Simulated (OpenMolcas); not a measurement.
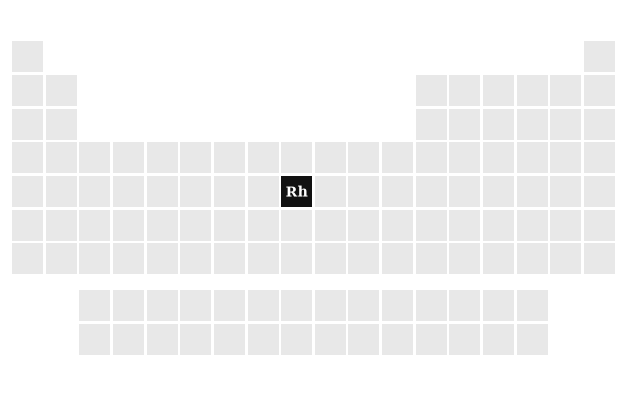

The place of rhodium in the periodic table.

Multiconfigurational calculation, with input and output: Rh²⁺

System: Rh²⁺.
Method: state-averaged MS-CASPT2, IPEA shift 0.25, imaginary shift 0.1 hartree, semicore shells correlated, active space 7 electrons in the shell 4d, basis ANO-RCC-VDZ, DKH2 scalar Hamiltonian, spin-orbit coupling by RASSI with atomic mean-field integrals (OpenMolcas).

Input:
```
&GATEWAY
Coord
1

Rh 0.0 0.0 0.0
Basis=ANO-RCC-VDZ
Group=XYZ
NoMove
AngMom=0.0 0.0 0.0
AMFI
&SEWARD
&RASSCF
FileOrb=start.orb
Symmetry=1
Spin=4
nActEl=7 0 0
Inactive=9 9
Ras2=5 0
CIRoot=10 10 1
SDav=10
CIMx=300
Iter=120 100
PrWF=0.3
OrbListing=Nothing
MaxOrb=0
Atom
>>> COPY $Project.JobIph JOB001
&RASSCF
FileOrb=start.orb
Symmetry=1
Spin=2
nActEl=7 0 0
Inactive=9 9
Ras2=5 0
CIRoot=40 40 1
SDav=40
CIMx=300
Iter=120 100
PrWF=0.3
OrbListing=Nothing
MaxOrb=0
Atom
>>> COPY $Project.JobIph JOB002
&RASSI
NrOfJobIphs=2 10 40
1 2 3 4 5 6 7 8 9 10
1 2 3 4 5 6 7 8 9 10 11 12 13 14 15 16 17 18 19 20 21 22 23 24 25 26 27
28 29 30 31 32 33 34 35 36 37 38 39 40
IphNames
JOB001
JOB002
EJob
SpinOrbit
DIPRint=1.0
SOCoupling=1000.0
Subsets=2
MEES
Property=10
'ANGMOM' 1 'ANGMOM' 2 'ANGMOM' 3 'MLTPL  1' 1 'MLTPL  1' 2 'MLTPL  1' 3
'AMFI' 1 'AMFI' 2 'AMFI' 3 'MLTPL  2' 6
SOProperty=3
'ANGMOM' 1 'ANGMOM' 2 'ANGMOM' 3
>>> COPY JOB001 $Project.JobIph
&CASPT2
Multistate=10 1 2 3 4 5 6 7 8 9 10
Frozen=28 26
IPEA=0.25
Imaginary=0.1
MaxIter=60
WThr=0.0 0.3 0.05
PrWF=0.5
NoMix
```

The file start.orb holds starting orbitals from an earlier step.

Command:
```bash
OMP_NUM_THREADS=1 MOLCAS_MEM=2252 MOLCAS_PROJECT=a pymolcas a.inp > a.log  # once for each step of the input, in one work folder
```

Log (extracts):
```
|       MOLCAS_SOURCE = [file]
  |    MOLCAS_STRUCTURE = 0
  |
   --------------------------------------------------------------------------------------
++ ---------   Input file   ---------
>>> COPY JOB001 $Project.JobIph
&CASPT2
Multistate=10 1 2 3 4 5 6 7 8 9 10
Frozen=28 26
IPEA=0.25
Imaginary=0.1
MaxIter=60
WThr=0.0 0.3 0.05
PrWF=0.5
NoMix
-- ----------------------------------
>>> COPY JOB001 a.JobIph
*** symbolic link created: INPORB -> a.RasOrb
--- Start Module: caspt2 at  ---
()()()()()()()()()()()()()()()()()()()()()()()()()()()()()()()()()()()()()()()()()()()()()()()()()()
                                              &CASPT2
                                   only a single process is used
                       available to each process: 2.3 GB of memory, 1 thread
()()()()()()()()()()()()()()()()()()()()()()()()()()()()()()()()()()()()()()()()()()()()()()()()()()
 ###    WARNING: User changed nr of frozen orbitals.                         ###
 ###    ERROR: Too many frozen orbitals!                                     ###
--- Stop Module: caspt2 at  /rc=_RC_INPUT_ERROR_ ---
.####################.
.# User input error #.
.####################.
```

What the run reported:

```
quantity                                                                 value
 outcome                                                refused by the program
hardware  1 thread of Arm Neoverse V2, 24 GiB of memory available, shared host
```

Diagnosis:

One thing in this input was made wrong on purpose: too many frozen. The program refused the input; the driver noted: CASPT2 spin 4: _RC_INPUT_ERROR_.
